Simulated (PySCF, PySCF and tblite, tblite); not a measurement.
# PhCF2CH3 (C₈H₈F₂): conformers and averaged spectra

Which conformers does PhCF2CH3 (C₈H₈F₂) (`CC(F)(F)c1ccccc1`) populate, and what do their averaged NMR parameters look like?

Computed with tblite 0.8.0 (tight binding) and PySCF 2.14.0 (DFT, with response routines of our own); each step states its level. Atoms count from 0 throughout.

## (1) The starting structure

18 atoms, charge 0, multiplicity 1; geometry from: MMFF94s geometry.

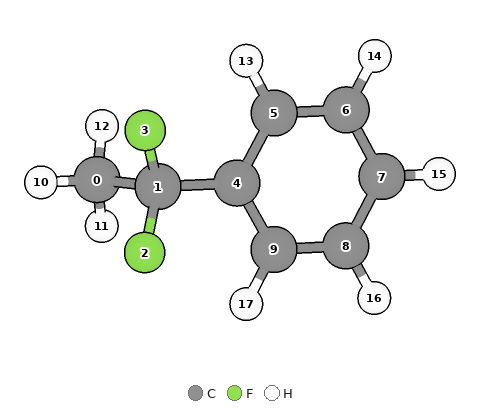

The starting geometry (carbon grey, fluorine green, hydrogen white), atoms numbered.

## (2) GFN2-xTB relaxation, conformer 1

The job: settings as JSON, then the geometry in Å.

```
{"job": {"xc": "GFN2-xTB", "basis": "xTB", "kind": "relax"}, "charge": 0, "multiplicity": 1}
C      2.463300     0.292500    -0.511200
C      1.599400    -0.114100     0.671000
F      1.918300     0.713800     1.720700
F      2.026000    -1.346900     1.072700
C      0.130000    -0.098600     0.344900
C     -0.501500    -1.238100    -0.189400
C     -1.850700    -1.207500    -0.524400
C     -2.586600    -0.040500    -0.330500
C     -1.977300     1.090700     0.188000
C     -0.631700     1.068300     0.525900
H      3.512000     0.270000    -0.239300
H      2.215900     1.311100    -0.833400
H      2.311000    -0.383900    -1.346800
H      0.074200    -2.156800    -0.333400
H     -2.333000    -2.091700    -0.920400
H     -3.651400    -0.024900    -0.580200
H     -2.561600     2.004200     0.339900
H     -0.165200     1.958500     0.934100
```

Run with:

```bash
> OMP_NUM_THREADS=1 python ens_run.py task.json out
```

The driver reads the study from task.json and runs its stages one after another.

Standard output:

```text
step      E/eV     max force
  0    -834.53461    1.027
  1    -834.56357    0.301
  2    -834.57429    0.242
  3    -834.58391    0.178
  4    -834.58684    0.128
  5    -834.58921    0.107
  6    -834.59090    0.107
  7    -834.59262    0.100
  8    -834.59354    0.071
  9    -834.59397    0.046
 10    -834.59419    0.029
 11    -834.59419    0.029
 12    -834.59428    0.019
 13    -834.59440    0.017
 14    -834.59444    0.018
 15    -834.59449    0.014
 16    -834.59452    0.016
 17    -834.59456    0.014
 18    -834.59458    0.011
 19    -834.59460    0.008
 20    -834.59461    0.007
 21    -834.59462    0.007
 22    -834.59463    0.006
 23    -834.59464    0.006
 24    -834.59464    0.006
 25    -834.59465    0.007
 26    -834.59466    0.007
 27    -834.59466    0.006
 28    -834.59466    0.006
 29    -834.59467    0.006
 30    -834.59467    0.004
 31    -834.59467    0.003
```

Run time: 0.22 s. Hardware: 1 thread of Arm Neoverse V1, shared host.

Relaxing gained 0.060 eV and moved the atoms by 0.03 Å on average (rms).

## (3) Shieldings, conformer 1: wB97X-D/pcSseg-1 in chloroform

The job: settings as JSON, then the geometry in Å.

```
{"job": {"xc": "wB97X-D", "basis": "pcSseg-1", "solvent": "chloroform", "kind": "nmr", "pop": true}, "charge": 0, "multiplicity": 1}
C      2.458419     0.300482    -0.527819
C      1.592757    -0.112111     0.654317
F      1.860649     0.708379     1.716821
F      1.976244    -1.354871     1.081306
C      0.117430    -0.095536     0.332148
C     -0.490908    -1.229724    -0.187668
C     -1.835249    -1.201037    -0.513092
C     -2.572001    -0.043772    -0.325120
C     -1.963807     1.087212     0.192915
C     -0.619837     1.065347     0.520401
H      3.505697     0.269800    -0.235483
H      2.194174     1.309433    -0.831342
H      2.290351    -0.385932    -1.352740
H      0.085841    -2.132329    -0.323200
H     -2.307661    -2.085850    -0.912508
H     -3.621446    -0.024316    -0.578943
H     -2.536552     1.989719     0.344871
H     -0.142860     1.941424     0.933479
```

Standard output:

```text
coarse grid: 15824 points
cycle   1  E = -508.9615056838  dE =  2.030e+00  |g| = 7.800e-01  |ddm| = 4.014e+00
cycle   2  E = -508.9585218735  dE =  2.984e-03  |g| = 8.866e-01  |ddm| = 1.095e+00
cycle   3  E = -509.0757987390  dE = -1.173e-01  |g| = 5.660e-02  |ddm| = 5.460e-01
cycle   4  E = -509.0763940302  dE = -5.953e-04  |g| = 3.008e-02  |ddm| = 8.070e-02
cycle   5  E = -509.0765979953  dE = -2.040e-04  |g| = 4.518e-03  |ddm| = 3.633e-02
cycle   6  E = -509.0766031934  dE = -5.198e-06  |g| = 1.833e-03  |ddm| = 6.240e-03
final grid: 155848 points
cycle   7  E = -509.1526212816  dE = -2.369e-04  |g| = 7.467e-03  |ddm| = 6.476e-02
cycle   8  E = -509.1526227638  dE = -1.482e-06  |g| = 7.588e-03  |ddm| = 1.326e-02
cycle   9  E = -509.1526309434  dE = -8.180e-06  |g| = 6.630e-04  |ddm| = 5.195e-03
cycle  10  E = -509.1526310379  dE = -9.451e-08  |g| = 3.464e-04  |ddm| = 1.342e-03
cycle  11  E = -509.1526310653  dE = -2.737e-08  |g| = 4.378e-05  |ddm| = 3.681e-04
cycle  12  E = -509.1526310662  dE = -8.804e-10  |g| = 1.996e-05  |ddm| = 1.153e-04
converged SCF energy = -509.1526310662

GIAO shielding tensors (ppm)
atom      isotropic    diamagn.    paramagn.     s11        s22        s33       span
  0 C      154.079     250.935     -96.856    136.669    142.081    183.487     46.818
  1 C       56.696     238.164    -181.468     37.182     51.269     81.637     44.455
  2 F      296.359     475.430    -179.071    197.865    338.634    352.579    154.714
  3 F      296.359     475.433    -179.074    197.811    338.703    352.564    154.753
  4 C       39.557     267.041    -227.483    -53.958     14.625    158.005    211.962
  5 C       55.320     250.319    -194.998    -51.904     35.754    182.111    234.016
  6 C       51.548     254.405    -202.856    -60.484     34.190    180.940    241.424
  7 C       50.379     254.374    -203.995    -62.349     32.737    180.748    243.097
  8 C       51.543     254.413    -202.870    -60.498     34.192    180.935    241.433
  9 C       55.322     250.308    -194.986    -51.892     35.735    182.124    234.016
 10 H       29.588      27.522       2.066     26.392     26.533     35.839      9.447
 11 H       30.067      30.440      -0.373     25.908     29.466     34.827      8.920
 12 H       30.066      30.440      -0.374     25.907     29.463     34.828      8.921
 13 H       23.859      32.682      -8.823     19.650     22.458     29.468      9.818
 14 H       23.895      30.114      -6.219     20.321     24.444     26.920      6.598
 15 H       23.919      29.429      -5.511     20.559     24.651     26.545      5.986
 16 H       23.895      30.115      -6.221     20.322     24.443     26.919      6.597
 17 H       23.858      32.681      -8.823     19.647     22.458     29.468      9.821
```

Run time: 54 s. Hardware: 1 thread of Arm Neoverse V1, shared host; peak memory 1.1 GiB.

Key values: HOMO -9.33 eV, LUMO 1.19 eV; dipole 2.94 D.

Orbitals, density, ELF and potential are computed afterwards from the orbital file.

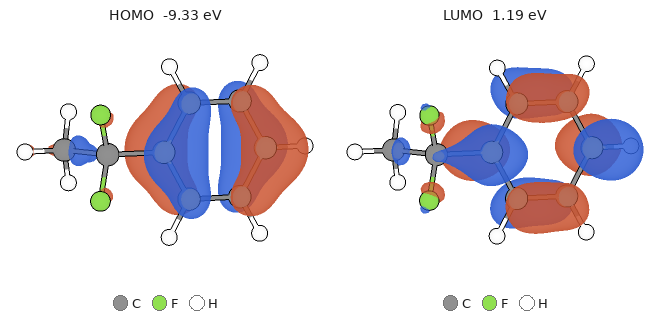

Frontier orbitals at wB97X-D/pcSseg-1; each surface holds 70 % of the orbital's density, blue and red mark the sign.

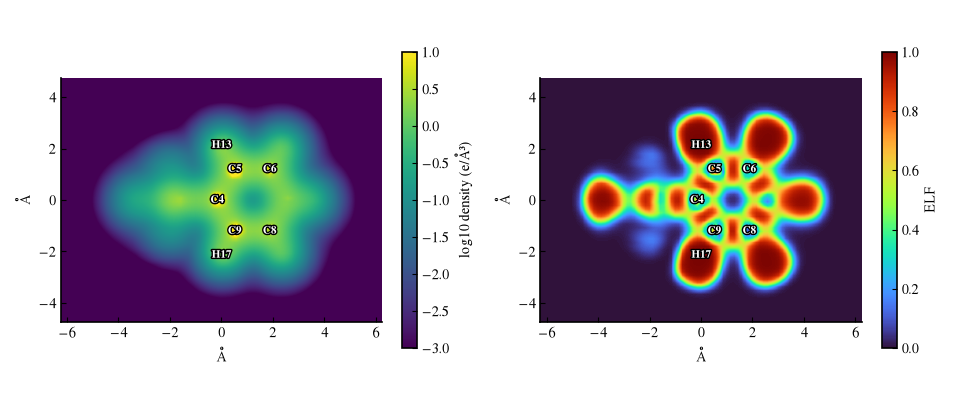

Density (left) and ELF (right) in a plane through or near 7 of the atoms.

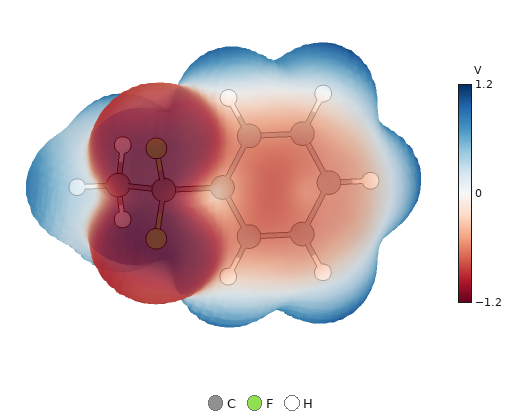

The potential that a unit positive charge feels on the 0.002 e/bohr³ surface, from the 1st to the 99th percentile, from -1.20 V near F3 to 1.03 V near H15.

## (4) Single-point energy, conformer 1: PBE0/def2-SVP in chloroform

Changed since step 3:

```diff
@@ -1,2 +1,2 @@
-{"job": {"xc": "wB97X-D", "basis": "pcSseg-1", "solvent": "chloroform", "kind": "nmr", "pop": true}, "charge": 0, "multiplicity": 1}
+{"job": {"xc": "PBE0", "basis": "def2-SVP", "solvent": "chloroform", "kind": "sp"}, "charge": 0, "multiplicity": 1}
 C      2.458419     0.300482    -0.527819
```

Standard output:

```text
coarse grid: 15824 points
cycle   1  E = -508.2564319274  dE =  1.559e+00  |g| = 7.506e-01  |ddm| = 5.065e+00
cycle   2  E = -508.1758468349  dE =  8.059e-02  |g| = 1.035e+00  |ddm| = 1.540e+00
cycle   3  E = -508.3629214411  dE = -1.871e-01  |g| = 9.107e-02  |ddm| = 9.187e-01
cycle   4  E = -508.3646139784  dE = -1.693e-03  |g| = 4.047e-02  |ddm| = 1.410e-01
cycle   5  E = -508.3650125372  dE = -3.986e-04  |g| = 1.195e-02  |ddm| = 5.262e-02
cycle   6  E = -508.3650495201  dE = -3.698e-05  |g| = 2.800e-03  |ddm| = 1.425e-02
cycle   7  E = -508.3650514565  dE = -1.936e-06  |g| = 5.313e-04  |ddm| = 3.476e-03
final grid: 155848 points
cycle   8  E = -508.4380692665  dE = -4.540e-05  |g| = 8.176e-03  |ddm| = 5.001e-02
cycle   9  E = -508.4380650842  dE =  4.182e-06  |g| = 9.850e-03  |ddm| = 1.882e-02
cycle  10  E = -508.4380856783  dE = -2.059e-05  |g| = 1.115e-03  |ddm| = 9.776e-03
cycle  11  E = -508.4380859071  dE = -2.287e-07  |g| = 2.219e-04  |ddm| = 1.189e-03
cycle  12  E = -508.4380859155  dE = -8.443e-09  |g| = 9.844e-05  |ddm| = 3.328e-04
cycle  13  E = -508.4380859179  dE = -2.423e-09  |g| = 2.904e-05  |ddm| = 1.435e-04
cycle  14  E = -508.4380859181  dE = -2.203e-10  |g| = 8.010e-06  |ddm| = 4.059e-05
converged SCF energy = -508.4380859181
```

Wall time 13 s (1 thread of Arm Neoverse V1, shared host); peak memory 0.8 GiB.

In short: HOMO -7.48 eV, LUMO -0.42 eV; dipole 2.74 D.

## (5) Couplings, conformer 1: B3LYP/pcJ-1+6-31G*

Changed since step 4:

```diff
@@ -1,2 +1,2 @@
-{"job": {"xc": "PBE0", "basis": "def2-SVP", "solvent": "chloroform", "kind": "sp"}, "charge": 0, "multiplicity": 1}
+{"job": {"xc": "B3LYP", "basis": {"default": "6-31G*", "H": "pcJ-1", "F": "pcJ-1"}, "nuclei": ["H", "F", "P", "Si", "B"], "kind": "j"}, "charge": 0, "multiplicity": 1}
 C      2.458419     0.300482    -0.527819
```

Standard output:

```text
coarse grid: 15824 points
cycle   1  E = -509.2939983472  dE =  1.564e+00  |g| = 8.212e-01  |ddm| = 4.034e+00
cycle   2  E = -509.1785252154  dE =  1.155e-01  |g| = 1.208e+00  |ddm| = 1.360e+00
cycle   3  E = -509.4174368358  dE = -2.389e-01  |g| = 1.273e-01  |ddm| = 8.172e-01
cycle   4  E = -509.4206975585  dE = -3.261e-03  |g| = 5.715e-02  |ddm| = 1.766e-01
cycle   5  E = -509.4214617856  dE = -7.642e-04  |g| = 2.038e-02  |ddm| = 6.977e-02
cycle   6  E = -509.4215705904  dE = -1.088e-04  |g| = 4.303e-03  |ddm| = 2.185e-02
cycle   7  E = -509.4215751214  dE = -4.531e-06  |g| = 9.011e-04  |ddm| = 4.793e-03
final grid: 155848 points
cycle   8  E = -509.3766799218  dE = -1.128e-04  |g| = 8.355e-03  |ddm| = 3.686e-02
cycle   9  E = -509.3766705645  dE =  9.357e-06  |g| = 1.131e-02  |ddm| = 1.554e-02
cycle  10  E = -509.3766947781  dE = -2.421e-05  |g| = 1.215e-03  |ddm| = 8.741e-03
cycle  11  E = -509.3766950150  dE = -2.369e-07  |g| = 3.416e-04  |ddm| = 1.093e-03
cycle  12  E = -509.3766950342  dE = -1.919e-08  |g| = 1.599e-04  |ddm| = 4.191e-04
cycle  13  E = -509.3766950410  dE = -6.846e-09  |g| = 3.788e-05  |ddm| = 1.976e-04
cycle  14  E = -509.3766950414  dE = -3.683e-10  |g| = 1.029e-05  |ddm| = 4.422e-05
converged SCF energy = -509.3766950414

Indirect spin-spin couplings (Hz)
  i      j    bonds     total        FC       PSO       DSO        SD
  2 F    3 F    2    225.082    47.825    96.743    -0.160    80.673
  2 F   10 H    3      6.549     6.835     0.036     0.120    -0.443
  2 F   11 H    3      1.911     1.022     1.216     0.042    -0.368
  2 F   12 H    3     36.696    38.650     0.142    -1.979    -0.117
  2 F   13 H    4     -1.999    -1.285     0.704    -1.190    -0.229
  2 F   14 H    5      1.090     1.366     0.808    -1.053    -0.031
  2 F   15 H    6     -0.856    -0.589     0.680    -0.910    -0.036
  2 F   16 H    5      0.154     0.236     0.432    -0.571     0.058
  2 F   17 H    4      2.773     2.127    -0.851     1.609    -0.112
  3 F   10 H    3      6.469     6.753     0.039     0.118    -0.441
  3 F   11 H    3     36.656    38.611     0.142    -1.979    -0.117
  3 F   12 H    3      1.932     1.044     1.214     0.044    -0.369
  3 F   13 H    4      2.760     2.113    -0.849     1.608    -0.111
  3 F   14 H    5      0.156     0.237     0.432    -0.571     0.058
  3 F   15 H    6     -0.858    -0.592     0.680    -0.910    -0.036
  3 F   16 H    5      1.090     1.366     0.808    -1.053    -0.031
  3 F   17 H    4     -2.002    -1.288     0.705    -1.190    -0.230
 10 H   11 H    2    -13.832   -13.349     1.818    -2.301         -
 10 H   12 H    2    -13.851   -13.369     1.817    -2.300         -
 10 H   13 H    5     -0.437    -0.247     0.567    -0.756         -
 10 H   15 H    7     -0.592    -0.285     0.670    -0.977         -
 10 H   17 H    5     -0.435    -0.246     0.566    -0.756         -
 11 H   12 H    2    -14.873   -14.421     1.836    -2.287         -
 11 H   13 H    5     -0.218     0.040     0.586    -0.844         -
 11 H   14 H    6     -0.263     0.009     0.530    -0.802         -
 11 H   15 H    7     -0.248    -0.007     0.424    -0.665         -
 11 H   17 H    5      0.412     0.014    -0.964     1.362         -
 12 H   13 H    5      0.411     0.012    -0.965     1.364         -
 12 H   15 H    7     -0.249    -0.007     0.424    -0.666         -
 12 H   16 H    6     -0.263     0.009     0.530    -0.803         -
 12 H   17 H    5     -0.218     0.041     0.587    -0.845         -
 13 H   14 H    3      8.918     9.085     0.018    -0.184         -
 13 H   15 H    4      0.412     1.051     1.123    -1.762         -
 13 H   17 H    4      1.145     1.821     1.195    -1.871         -
 14 H   15 H    3      8.457     8.680     0.196    -0.419         -
 14 H   16 H    4      0.415     1.081     1.196    -1.861         -
 15 H   16 H    3      8.458     8.680     0.196    -0.418         -
 15 H   17 H    4      0.413     1.051     1.123    -1.762         -
 16 H   17 H    3      8.918     9.084     0.018    -0.184         -
```

Run time: 67 s. Hardware: 1 thread of Arm Neoverse V1, shared host; peak memory 1.2 GiB.

Key values: HOMO -7.08 eV, LUMO -0.41 eV; dipole 2.58 D.

## (6) The ensemble: properties at wB97X-D/pcSseg-1 in chloroform

The job: settings as JSON, then the geometry in Å.

```
{"job": {"study": "conf", "smiles": "CC(F)(F)c1ccccc1", "search": {"seed": 521, "n_embed": 60, "ff_keep": 14, "window": 3.0, "nmax": 6, "temps": [220, 260, 298.15, 340, 380], "t_ref": 298.15, "order": 0.002}, "level": {"nmr": {"xc": "wB97X-D", "basis": "pcSseg-1", "solvent": "chloroform"}, "sp": {"xc": "PBE0", "basis": "def2-SVP", "solvent": "chloroform"}, "j": {"xc": "B3LYP", "basis": {"default": "6-31G*", "H": "pcJ-1", "F": "pcJ-1"}, "nuclei": ["H", "F", "P", "Si", "B"]}}, "kind": "conf"}, "charge": 0, "multiplicity": 1}
C      2.458419     0.300482    -0.527819
C      1.592757    -0.112111     0.654317
F      1.860649     0.708379     1.716821
F      1.976244    -1.354871     1.081306
C      0.117430    -0.095536     0.332148
C     -0.490908    -1.229724    -0.187668
C     -1.835249    -1.201037    -0.513092
C     -2.572001    -0.043772    -0.325120
C     -1.963807     1.087212     0.192915
C     -0.619837     1.065347     0.520401
H      3.505697     0.269800    -0.235483
H      2.194174     1.309433    -0.831342
H      2.290351    -0.385932    -1.352740
H      0.085841    -2.132329    -0.323200
H     -2.307661    -2.085850    -0.912508
H     -3.621446    -0.024316    -0.578943
H     -2.536552     1.989719     0.344871
H     -0.142860     1.941424     0.933479
```

Standard output:

```text
conformer  sym    E(xTB)   E(DFT)   G(298.15 K)  weight  dipole/D
    1     Cs      0.000    0.000    0.000   1.0000    2.741

mean shielding (ppm) by class
class atoms           220 K      260 K   298.15 K      340 K      380 K
  0 C  0            154.079    154.079    154.079    154.079    154.079
  1 C  1             56.696     56.696     56.696     56.696     56.696
  2 F  2,3          296.359    296.359    296.359    296.359    296.359
  3 C  4             39.557     39.557     39.557     39.557     39.557
  4 C  5,9           55.321     55.321     55.321     55.321     55.321
  5 C  6,8           51.546     51.546     51.546     51.546     51.546
  6 C  7             50.379     50.379     50.379     50.379     50.379
  7 H  10,11,12      29.907     29.907     29.907     29.907     29.907
  8 H  13,17         23.858     23.858     23.858     23.858     23.858
  9 H  14,16         23.895     23.895     23.895     23.895     23.895
 10 H  15            23.919     23.919     23.919     23.919     23.919
```

Run time: 2.3 min. Hardware: 1 thread of Arm Neoverse V1, shared host. This counts the runs that the step sums up.

The search (ETKDG and KDG, MMFF94s, GFN2-xTB) embedded 60 structures, kept 1 distinct ones after the force field and 1 after xTB; 1 was carried on (window 3.0 kcal/mol at the search's own energies). Energies: PBE0/def2-SVP in chloroform with D3(BJ).

The conformers at 298 K:

| no. | group | mirror pair | ΔE xTB | ΔE DFT | ΔG | weight (%) | μ (D) | F2–C1–C4–C5 (°) | A, B, C (GHz) |
| --- | --- | --- | --- | --- | --- | --- | --- | --- | --- |
| 1 | Cs | no | 0.00 | 0.00 | 0.00 | 100.0 | 2.74 | -148 | 2.74, 0.95, 0.82 |

Energies in kcal/mol. ΔG holds xTB vibrations and rotation, symmetry numbers and mirror pairs.

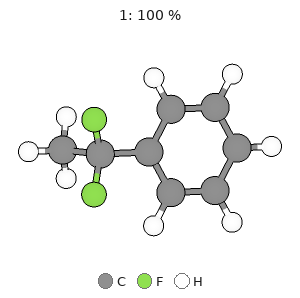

The one conformer.

Shifts against references run at the same level (¹H TMS 31.81, ¹³C TMS 187.7 ppm of shielding), by class of atoms, at 298 K:

| atoms | environment | average |
| --- | --- | --- |
| C4 | substituted aromatic carbon | 148.2 |
| C7 | aromatic CH | 137.3 |
| C6, C8 | aromatic CH | 136.2 |
| C5, C9 | aromatic CH | 132.4 |
| C1 | fully substituted sp3 carbon bonded to 2 F, on an aromatic ring | 131.0 |
| C0 | methyl carbon | 33.6 |
| H13, H17 | hydrogen on an aromatic CH | 7.95 |
| H14, H16 | hydrogen on an aromatic CH | 7.92 |
| H15 | hydrogen on an aromatic CH | 7.89 |
| H10, H11, H12 | hydrogen on a methyl carbon | 1.91 |
| F2, F3 | fluorine of a CF2 group | 296.4 (σ) |

Couplings (Hz, B3LYP/pcJ-1+6-31G*; one pair named for each class), from conformers that hold 100 % of the weight:

| pair | bonds | average |
| --- | --- | --- |
| F2–F3 | 2 | 225.1 |
| H10–H11 | 2 | -14.2 |
| F2–H10 | 3 | 15.0 |
| H13–H14 | 3 | 8.9 |
| H14–H15 | 3 | 8.5 |
| H13–H17 | 4 | 1.1 |

Effective distances for nuclear Overhauser effects, ⟨r⁻⁶⟩^(−1/6) over all pairs of two classes (Å): H14···H15 2.47; H13···H14 2.76; H10···H13 3.45.

## (7) Summary of results

```
                                            quantity                                                 value
                                          conformers  1; the first in weight is no. 1 (Cs), 100 % at 298 K
                             root-mean-square dipole                                                2.74 D
averaged ¹³C shifts (wB97X-D/pcSseg-1 in chloroform)           148.2, 137.3, 136.2, 132.4, 131.0, 33.6 ppm
 averaged ¹H shifts (wB97X-D/pcSseg-1 in chloroform)                            7.95, 7.92, 7.89, 1.91 ppm
```

In words: The search found one conformer in the window, so the averages are its own values.
